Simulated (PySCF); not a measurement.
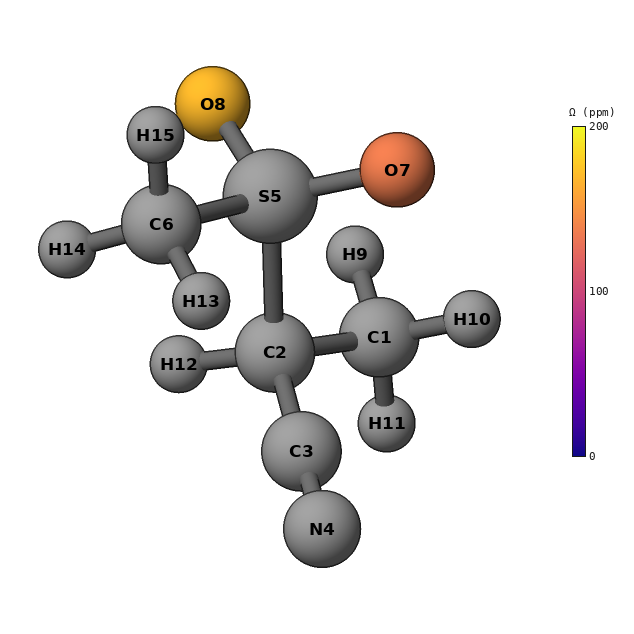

The O atoms are coloured by the span of their shielding tensor. Computed geometry: GFN2-xTB optimisation. No frequency run is at hand to confirm it as a minimum. Method: GIAO PBE0/pcSseg-1 NMR shielding, non-relativistic, gas phase (PySCF 2.14.0). Principal shieldings σ11 ≤ σ22 ≤ σ33, span Ω = σ33 − σ11, skew κ = 3(σiso − σ22)/Ω.

Question. Which O atom has the most anisotropic shielding?

Answer. O8, with a span of 170 ppm.

Give the shielding tensors of the O atoms.

| atom | σ11 | σ22 | σ33 | σiso | Ω | κ |
| --- | --- | --- | --- | --- | --- | --- |
| O7 | 65.8 | 100.5 | 201.8 | 122.7 | 136.0 | 0.49 |
| O8 | 52.1 | 80.8 | 221.9 | 118.3 | 169.8 | 0.66 |

Shieldings and span in ppm.
